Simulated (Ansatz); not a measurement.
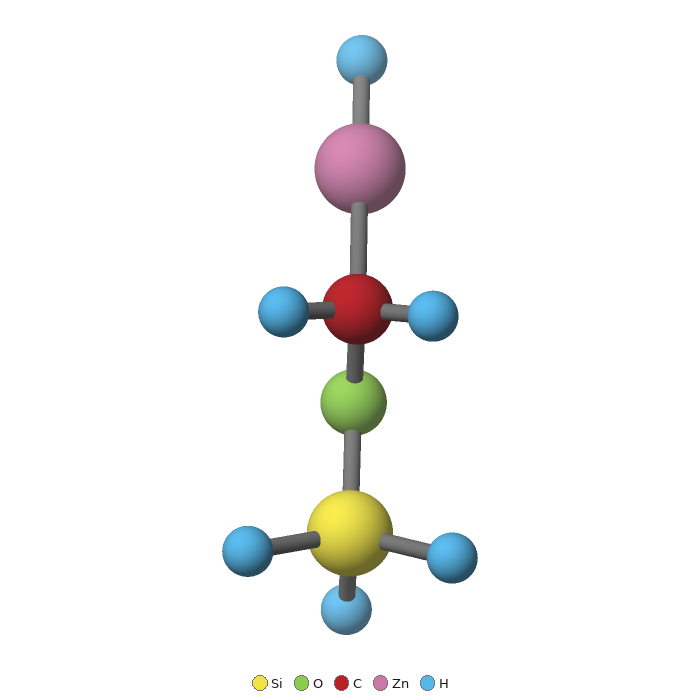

The picture shows a molecular structure as a ball-and-stick model. Every bond is drawn as one stick, whatever its order.

Description:

Formula CH₆OSiZn. SMILES: `[SiH3]O[CH2][ZnH]`. Among its groups: Si–H bond, Si–O bond. This geometry has Cs symmetry. Coordination: 1 Si tetrahedral; 1 O bent; 1 C tetrahedral; 1 Zn linear.

More results for the same structure follow; atom numbers are the same in all pictures, views and colours differ. Computed geometry: PBE0-D4/def2-TZVP optimisation.

**Geometry**

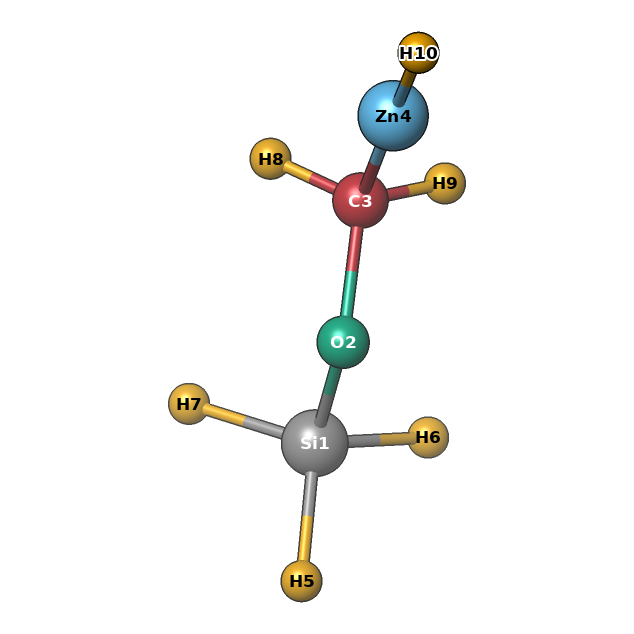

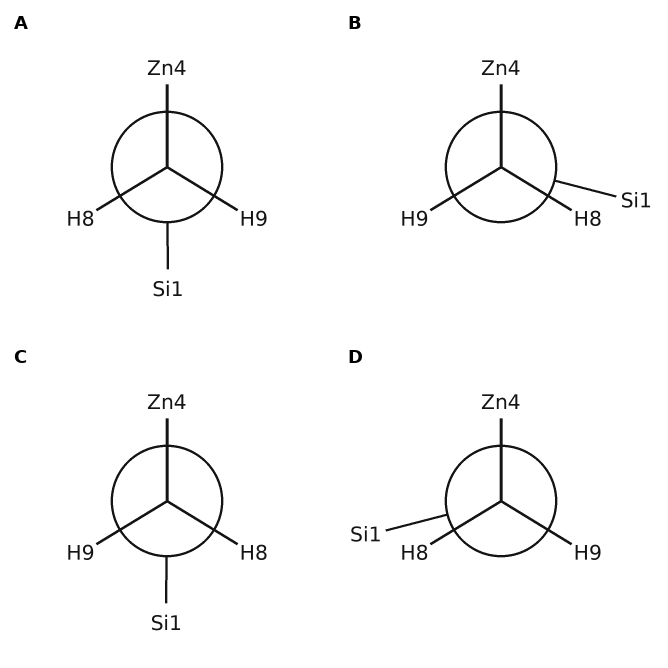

Distant atoms are faded towards the background colour. Bonds that would overlap in a projection are set slightly apart.

Which Newman projection shows the view along C3–O2, with C3 in front?

C. The torsion angle Zn4–C3–O2–Si1 is 180°, antiperiplanar (anti).

**Vibrations**

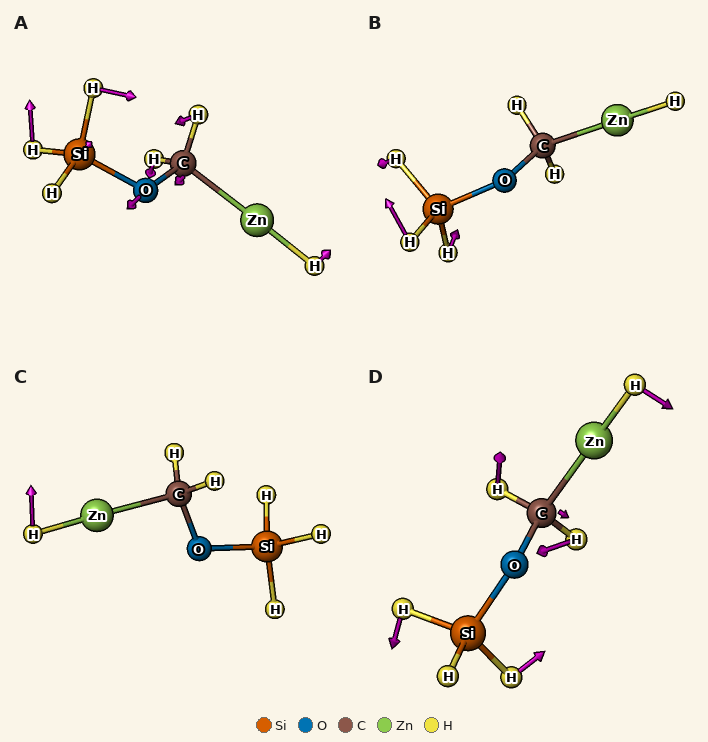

4 normal modes of one molecule or complex, as arrows. Harmonic vibrations computed with RKS PBE0-D4/def2-TZVP (Ansatz 0.2.0) at a stationary point of the same level.

Match the panels to the wavenumbers 44 cm⁻¹, 456 cm⁻¹, 679 cm⁻¹, 938 cm⁻¹.

A: 44 cm⁻¹
B: 938 cm⁻¹, H–Si–H bending
C: 456 cm⁻¹
D: 679 cm⁻¹, H–C–Zn bending

**Levels of theory compared**

Program: Ansatz 0.2.0.

Compare HOMO energy (eV), HOMO–LUMO gap (eV), dipole (D) at these levels: B3LYP-D4/def2-TZVPP; PBE-D4/def2-TZVPP; r2SCAN-D4/def2-TZVPP; ωB97M-V/def2-TZVPP.

```
               level  HOMO energy (eV)  HOMO–LUMO gap (eV)  dipole (D)
 B3LYP-D4/def2-TZVPP             −6.99                6.09        1.16
   PBE-D4/def2-TZVPP             −5.99                4.57        1.08
r2SCAN-D4/def2-TZVPP             −6.21                5.16        1.12
  ωB97M-V/def2-TZVPP             −9.42               10.16        1.18
```

**Charges**

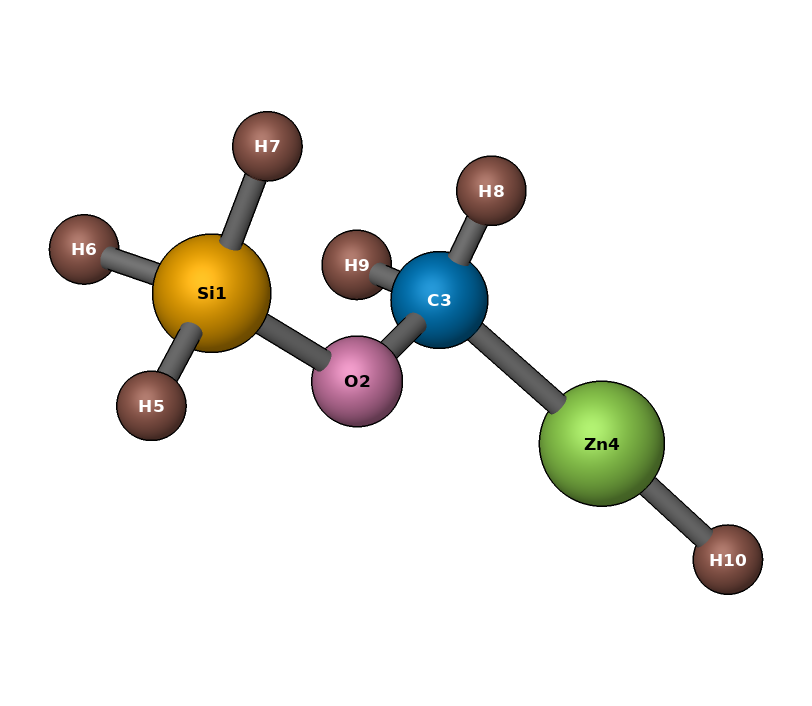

The questions are on Mulliken charges. Method: RKS ωB97M-V/def2-TZVPP (Ansatz 0.2.0).

Which atom carries the highest charge (most positive or least negative)?

Si1 (0.32 e).

And the lowest?

O2 (−0.39 e).

List the Mulliken charges.

```csv
atom,value (e)
Si1,0.32
O2,−0.39
C3,−0.25
Zn4,0.28
H5,−0.03
H6,−0.05
H7,−0.05
H8,0.13
H9,0.13
H10,−0.10
```

Mulliken values depend strongly on the basis set and can even reverse the polarity of a bond.
